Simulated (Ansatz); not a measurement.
**Cl2HSi2 (SMILES Cl/[Si]=[SiH]/Cl) (doublet): density, localisation and related maps**

```xyz
5

Cl   -1.2167   -1.2412   -0.9984
Cl    3.0481   -0.8730    1.8954
Si   -0.6678   -1.3606    1.0606
Si    1.5407   -0.9650    0.4872
H     2.1544   -0.7378   -0.8584
```

Geometry: PBE0-D3(BJ)/def2-SVP.

Method: Ansatz 0.2.0, isolated molecule in a Gaussian basis; Kohn-Sham density functional theory, functional PBE0.

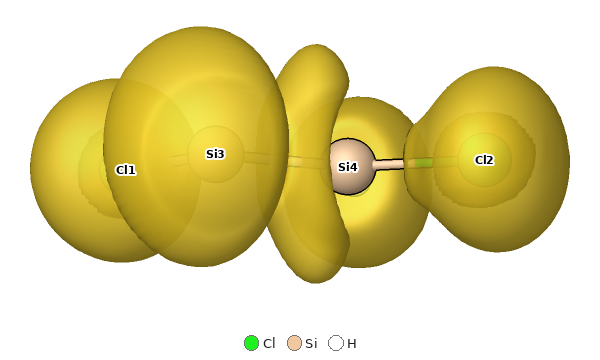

Figure 1. Isosurface of the electron localisation function at 0.75 (yellow), seen from one side. Only the valence region is drawn (cores and ρ < 0.01 e/Å³ removed).

What do the ELF domains correspond to?

The ELF exceeds this value in one region between bonded Si–Si atoms (shared pairs), one region around a hydrogen nucleus, two regions on Cl in which the atom's valence shell and bonds are merged and one lobe on Si, pointing away from the bonds (non-bonding electrons).


Si–Cl (2.06 Å): the ELF peaks at about 0.85 between the atoms (a polar covalent bond). Si–Si (2.32 Å): the ELF peaks at about 0.95 between the atoms: a shared electron pair.

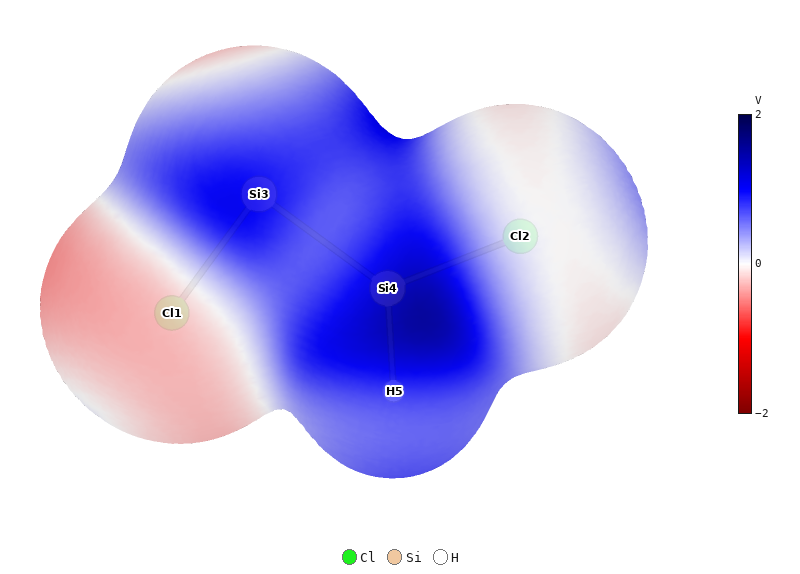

Figure 2. The electrostatic potential painted on the density surface at 0.002 e/bohr³, seen across its widest extent; the colour scale runs from red (negative) to blue (positive).

Describe the electrostatic potential map.

The most negative region (about −0.4 V, or −9 kcal/mol for a unit charge) lies over Cl1, the most positive (about +1.5 V, or +35 kcal/mol for a unit charge) over Si4. Cl2 shows a σ-hole: about +0.4 V, or +9 kcal/mol for a unit charge at the tip opposite its bond, against about 0.0 V on its flanks.

What dipole moment does the calculation give?

Its dipole moment is 0.82 D.

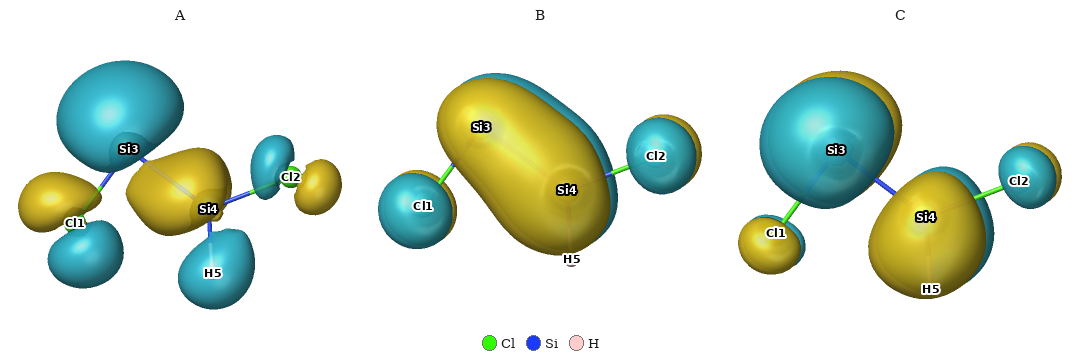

Figure 3. Three frontier orbitals at ±0.08 Å⁻³ᐟ² (yellow and cyan are the two phases), in no order.

Which picture is the HOMO−1, the HOMO and the LUMO? All are α orbitals.

A is the HOMO−1 (α) (−7.18 eV). It lies mainly on Si3 (about 55 %), Si4 (about 20 %) and Cl1 (about 15 %); it is symmetric in the molecular plane (an in-plane orbital: σ, lone-pair or in-plane π type). B is the HOMO (α) (−6.38 eV). It lies mainly on Si4 (about 45 %), Si3 (about 35 %), Cl1 (about 10 %) and Cl2 (about 10 %); it changes sign across the molecular plane (π type); π-bonding across Si3–Si4. C is the LUMO (α) (−2.55 eV). It lies mainly on Si3 (about 50 %) and Si4 (about 35 %); it changes sign across the molecular plane (π type); π-antibonding (a node) across Si3–Si4.

What is the gap between the highest occupied and lowest empty α orbitals?

3.83 eV between the orbital energies.
